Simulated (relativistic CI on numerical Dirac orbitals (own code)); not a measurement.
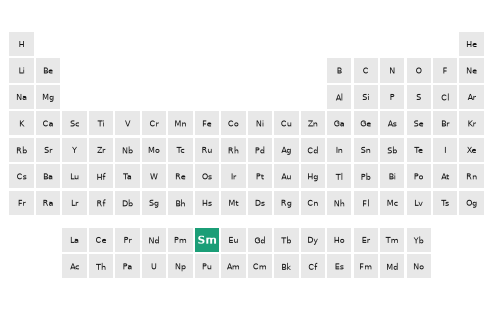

The place of samarium in the periodic table.

**Relativistic CI calculation, with input and output: Sm³⁺**

Sm³⁺. Level asked for: Dirac-Coulomb-Breit CI, KLI orbitals optimised for each configuration, model QED (radiative potential, 1s self-energy scaled to tabulated hydrogen-like ionisation energies), numerical settings as typed (relativistic CI on numerical Dirac orbitals, in-house).

### Outcome

- outcome: refused by the program
- hardware: 1 CPU thread, shared host

### What went wrong

One thing in this input was made wrong on purpose: configuration. The program refused the input; the driver noted: a configuration is listed twice.

### Input file
```
atom Sm  Z=62  charge=3  electrons=59
nucleus A=152  rms_radius_fm=5.0819
hamiltonian dirac-coulomb  breit=on  qed=on  c_scale=1
orbitals kli  potential=per-configuration
slater_scale 1
correlation none
mixing on
grid step=0.0125 r_max=64.9
scf mixing=0.4 start=green max_iterations=100 tolerance=2e-08 node_fill=0.05
configurations
  [Xe] 4f5
  [Xe] 4f4 6s
  [Xe] 4f5
end
```

Launched within a batch (the task file carries these settings):
```bash
python <driver script> task.json out
```

The program writes its results to a structured record and prints no log; tables and figures of this report are taken from that record.
